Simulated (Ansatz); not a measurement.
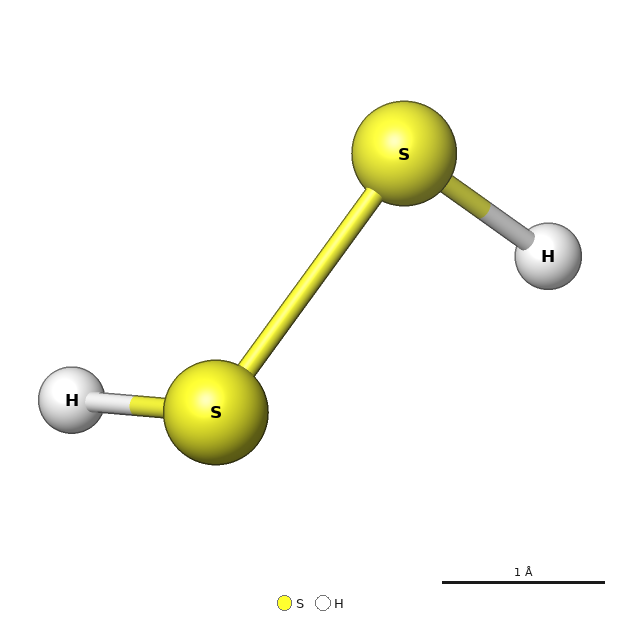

The picture shows a molecular structure as a ball-and-stick model.

The geometry was computed by an optimisation with PBE0-D4/def2-TZVP.

**Which formula does it have?**

H₂S₂, 4 atoms: 2 hydrogen and 2 sulfur.

**How many sets of symmetry-equivalent atoms are there?**

2: 2 S, 2 H.

**What is the point group of this geometry?**

C2.

The parts below concern this one geometry. Atoms keep their numbers from picture to picture.

Geometry

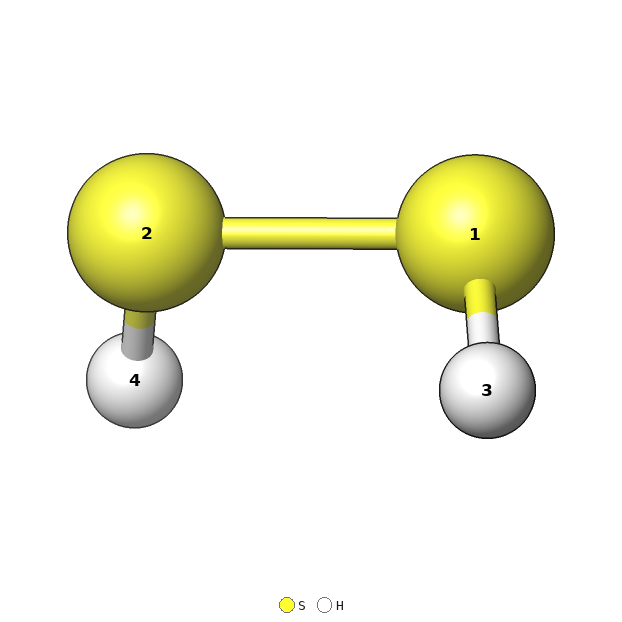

Numbered structure.

**How are the neighbours of atom 1 arranged?**

S1 has 2 neighbours (S2 at 2.05, H3 at 1.35 Å); the arrangement is bent.

Dipole moment

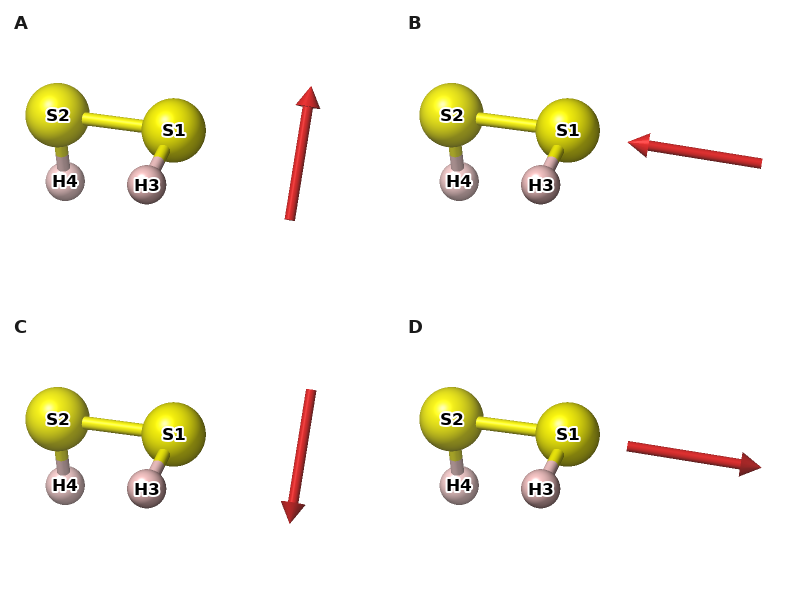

The same molecule four times, each with an arrow. Properties computed with RKS ωB97M-V/def2-TZVPP (Ansatz 0.2.0).

**Which arrow points along the dipole moment, from the negative to the positive end?**

C. The dipole moment is 1.18 D; it points from the side of S1, S2 to the side of H3, H4 (the outermost atoms at the two ends).

Vibrations

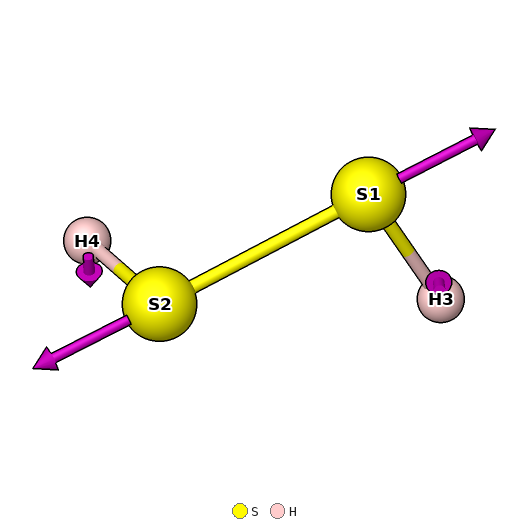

The arrows show one normal mode. Harmonic vibrations computed with RKS PBE0-D4/def2-TZVP (Ansatz 0.2.0) at a stationary point of the same level.

**Describe the motion.**

Mostly S–S stretching.

**Estimate its harmonic wavenumber.**

537 cm⁻¹; it is mode 2 of 6 counted from the lowest.

Thermal motion

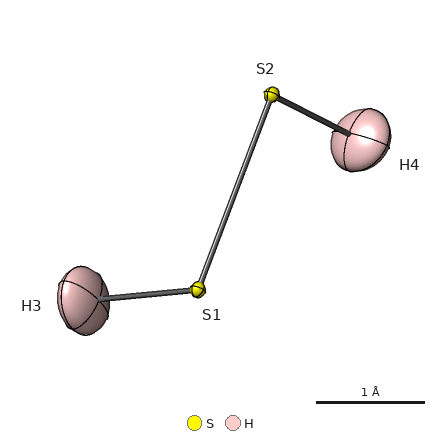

Displacement ellipsoids at the 50 % level, enlarged 1.5 times, from the internal vibrations of the free molecule (harmonic, no overall translation or rotation; no half-axis is drawn under 0.075 Å). Vibrations computed with RKS PBE0-D4/def2-TZVP (Ansatz 0.2.0). Temperature: 298 K.

**Which atom moves most?**

H3, H4, with U_eq = 0.0152 Å².

**Does H4 move more along its bond or across it?**

Across it: the root-mean-square amplitude is 0.078 Å along the bond and up to 0.146 Å across, since bending and torsion are softer than stretching.

Give the displacement parameters, one line for each set of equivalent atoms.

```tsv
atom	U_eq (Å²)	rms amplitudes (Å)
S1, S2	0.00021	0.004, 0.006, 0.024
H3, H4	0.0152	0.078, 0.134, 0.146
```

Charges

The questions are on Mulliken charges. Method: RKS PBE0-D4/def2-TZVP (Ansatz 0.2.0).

List the Mulliken charges.

```json
{"atom": "S1", "value (e)": "−0.17"}
{"atom": "S2", "value (e)": "−0.17"}
{"atom": "H3", "value (e)": "0.17"}
{"atom": "H4", "value (e)": "0.17"}
```

Mulliken values depend strongly on the basis set and can even reverse the polarity of a bond.
